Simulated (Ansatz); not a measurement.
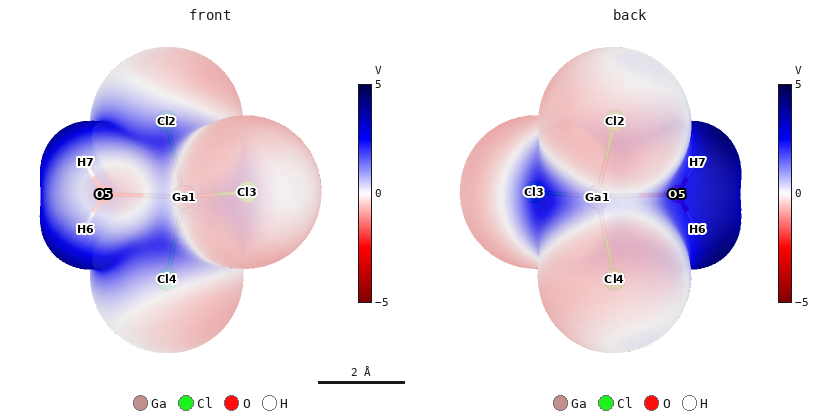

Cl$_{3}$GaH$_{2}$O. The electrostatic potential painted on the density surface at 0.004 e/bohr³, seen from the front and from behind; red is negative and blue positive.

Method: Ansatz, RKS PBE-D4/def2-SVP.

Input file:

```
crystal:
  periodic: [false, false, false]
  atoms:
    - { symbol: Ga, position_ang: [0.107546, 0.28917, -0.049218] }
    - { symbol: Cl, position_ang: [0.02595, 0.415913, 2.163319] }
    - { symbol: Cl, position_ang: [1.95121, 0.651055, -1.062964] }
    - { symbol: Cl, position_ang: [-1.758094, 0.109727, -1.09139] }
    - { symbol: O, position_ang: [0.123259, -2.568156, 0.756438] }
    - { symbol: H, position_ang: [-0.81059, -2.761309, 0.541384] }
    - { symbol: H, position_ang: [0.051419, -2.0994, 1.628931] }
basis:
  gaussian: { orbitals: def2-SVP }
hamiltonian:
  xc: pbe
  dispersion: d4
relax:
  f_tol: 0.03
  max_steps: 50
output:
  orbitals: {}
```

Command:

```sh
ansatz run input.yaml --threads 4 --pin off --max-ram 5120MiB --backend cpu --events-out ev --progress --plain --runs-dir out
```

The fields are those of the run's last geometry, not of the input's.

### Where is the surface potential most negative and most positive?

The most negative region (about −0.7 V) lies over Cl2 and Cl3, the most positive (about +4.3 V) over H6 and H7.
